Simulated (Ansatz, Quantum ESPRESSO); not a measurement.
# 1T-SnSe2, 2 layers, AA stacking: the energy at a withheld member of a series

**Set-up.** Quantum ESPRESSO 7.5, PBE-D3(BJ), GBRV ultrasoft. Cell and atoms are first relaxed with a D3(BJ) correction; each strained cell is then held and the atoms relax in it. A periodic run with 15 Å of vacuum in the starting cell gives the vacuum levels, and bands follow along a path. The series steps biaxial strain. Energies count from the lowest.

```tsv
biaxial strain	energy (eV)
-4 %	0.2769
-3 %	0.1642
-2 %	0.0825
-1 %	0.0297
0 %	0.0029
1 %	0.0000
2 %	0.0181
3 %	0.0555
```

One more run was made and is withheld. What is the energy at 4 %?

By hand: The rows at 2 % and 3 % give a slope of (0.0555 − (0.0181))/(3 − (2)) = 0.0374, so a straight line gives 0.0929 eV. A parabola through these and the row at 1 % gives 0.1122 eV.

What the calculation gave: 0.1087 eV. The line misses by −0.0158 and the parabola by +0.0035 eV. The parabola does better.

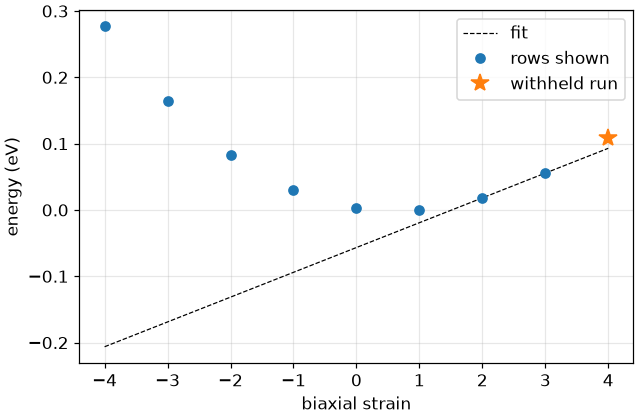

The rows shown, the fit and the withheld run.

**Limits.** Semilocal gaps are too small; the 1×1 cell can't ripple over many cells under compression as a free sheet would. No spin-orbit coupling.

[Logs are printed without paths, hosts, clocks, repeated set-up lines and the standing remarks that a program may print on its own settings, such as how far it seeks lower states.]
